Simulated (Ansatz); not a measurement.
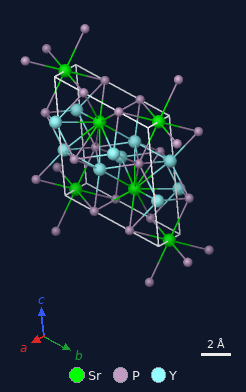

Starting structure of solid Sr3Y4P4 (a generated structure, set up in Immm). The picture is a ball-and-stick view of the cell of the calculation, seen slightly off an axis.

The start is a swapped structure.

Theory: DFT, PAW plane waves, r2SCAN (Ansatz).

The input:
```yaml
crystal:
  lattice:
    - [0.0, 4.944925, 0.0]
    - [0.0, 0.0, 7.599782]
    - [8.02537, 2.472462, -3.799891]
  atoms:
    - { symbol: Sr, position: [0.5, 0.0, 0.0] }
    - { symbol: P, position: [0.0, 0.312, 0.0] }
    - { symbol: P, position: [0.0, 0.688, 0.0] }
    - { symbol: P, position: [0.288, 0.212, 0.424] }
    - { symbol: P, position: [0.712, 0.788, 0.576] }
    - { symbol: Sr, position: [0.369, 0.631, 0.262] }
    - { symbol: Sr, position: [0.631, 0.369, 0.738] }
    - { symbol: "Y", position: [0.82, 0.37, 0.36] }
    - { symbol: "Y", position: [0.18, 0.01, 0.64] }
    - { symbol: "Y", position: [0.82, 0.99, 0.36] }
    - { symbol: "Y", position: [0.18, 0.63, 0.64] }
  symmetry: { tolerance: 0.0003 }
kpoints:
  mp_grid: { grid: [4, 4, 4], shift: [0, 0, 0] }
magnetization:
  spin_polarized: false
scf:
  occupations: { method: fermi_dirac, width: 0.0739 }
  lower_state_search: "off"
hamiltonian:
  pseudopotentials: { kind: paw }
  xc: r2scan
basis:
  ecutwfc: 500
  fft_grid_basis: typed
relax:
  max_steps: 60
  cell: { p_target: 0.0 }
output:
  forces: true
  stress: true
  eigenvalues: true
  bader: false
  populations: true
  elf: true
  write_potential: true
  volumetric_format: npy
  dos:
    e_range: [-12, 8]
    de: 0.05
    projected: { site_lists: { P: [P], Sr: [Sr], "Y": ["Y"] } }
  write_density: true
checkpoint:
  read: saved_state
```

Run as
```bash
ansatz run input.yaml --threads 2 --pin off --max-ram 2560MiB --backend cpu --events-out ev --progress --plain --runs-dir out
```

Where does the relaxation end?

Answer. The largest moves relative to the cell, 0.43 Å, are those of Sr6 and Sr7. Sr7 goes along [−1 1 2]. Largest moves by element: Sr 0.43 Å, P 0.33 Å, Y 0.13 Å. The drawn cell changes as follows: a 4.945 → 4.200 Å (−15.1 %), b 7.600 → 8.934 Å (+17.5 %), c 9.217 → 9.207 Å (−0.1 %), α 114.3° → 119.0°, β 74.4° → 76.8°; the volume changes by −3.3 %. Some distances before and after: P2–P3 2.858 → 4.027 Å, Sr6–Sr7 4.205 → 3.216 Å, Y8–Y10 2.888 → 3.479 Å, Sr6–Y11 3.360 → 3.898 Å. New bonds form: Sr6–Sr7 (4.21 → 3.22 Å). Bond angles that change, for instance: P2–Sr1–P3 87.6° → 98.9°, P2–Sr1–P2 92.4° → 81.1°. The space group stays Immm (No. 71). Over 7 accepted moves (9 points after the start) the energy falls by 413 meV per atom. Largest force component: 2.1 eV/Å at the start, 0.0057 eV/Å at the end. The pressure goes from −1.80 to 0.02 GPa. The line search rejected the trial step at point 6 of the run. The SCF was repeated once at an unchanged geometry on a basis and grid sized afresh for the cell, which shifted the energy by 0.3 meV per atom at most. The run took 4.8 min on 2 threads of Arm Neoverse V2 (shared host), peak memory 1.6 GiB.

Final geometry:

```
CELL_PARAMETERS angstrom
0.00000 4.20022 0.00000
0.00000 0.00000 8.93353
7.77241 2.10011 -4.46677
ATOMIC_POSITIONS crystal
Sr 0.50000 0.00000 0.00000
P 0.00000 0.27463 0.00000
P 0.00000 0.72537 0.00000
P 0.26962 0.23038 0.46076
P 0.73038 0.76962 0.53924
Sr 0.39654 0.60346 0.20691
Sr 0.60346 0.39654 0.79309
Y 0.82789 0.36682 0.34421
Y 0.17211 0.02261 0.65579
Y 0.82789 0.97739 0.34421
Y 0.17211 0.63318 0.65579
```

The end point in the same view:

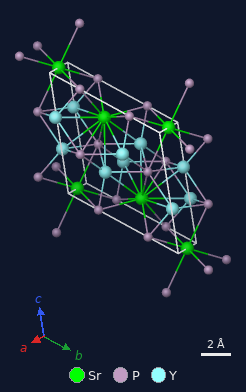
